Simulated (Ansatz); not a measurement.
```json
{"atom": "Br", "x (Å)": "-0.7796", "y (Å)": "2.0400", "z (Å)": "0.3869"}
{"atom": "F", "x (Å)": "0.4850", "y (Å)": "-2.0000", "z (Å)": "-1.6931"}
{"atom": "O", "x (Å)": "0.1798", "y (Å)": "-0.8755", "z (Å)": "0.5596"}
{"atom": "Si", "x (Å)": "-0.4308", "y (Å)": "-2.1469", "z (Å)": "-0.3445"}
{"atom": "Si", "x (Å)": "0.6819", "y (Å)": "0.5237", "z (Å)": "1.3090"}
```

Geometry: B3LYP-D3(BJ)/def2-SVP.

Theory: isolated molecule in a Gaussian basis; Kohn-Sham density functional theory, functional PBE0 (Ansatz 0.2.0).

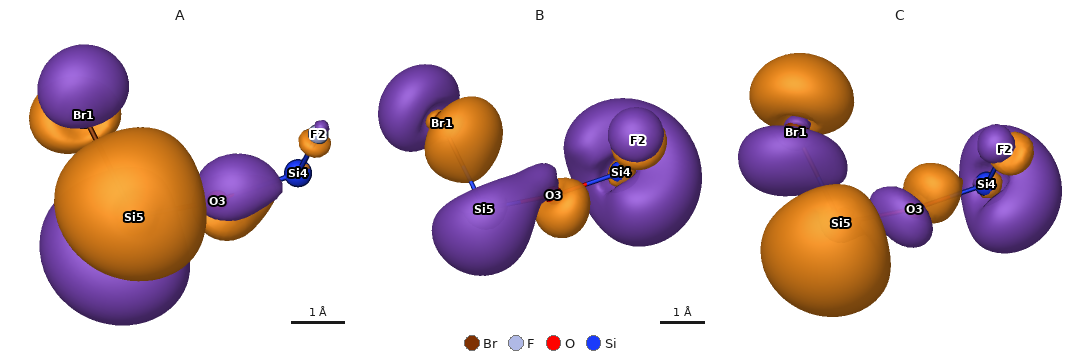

BrFOSi2. Three frontier orbitals at ±0.08 Å⁻³ᐟ² (orange and purple are the two phases), in no order.

Order the three orbitals by energy and name them.

Answer. B is the HOMO−1 (−8.39 eV). By Hirshfeld shares it lies mainly on Si4 (about 55 %), Br1 (about 15 %), Si5 (about 15 %), F2 (about 10 %) and O3 (about 10 %). C is the HOMO (−7.50 eV). It lies mainly on Si5 (about 45 %), Br1 (about 25 %), Si4 (about 20 %) and O3 (about 10 %). A is the LUMO (−2.57 eV). Its weight (Hirshfeld) is mainly on Si5 (about 75 %), Br1 (about 10 %) and O3 (about 5 %).

What is the HOMO–LUMO gap?

Answer. 4.93 eV between the orbital energies.
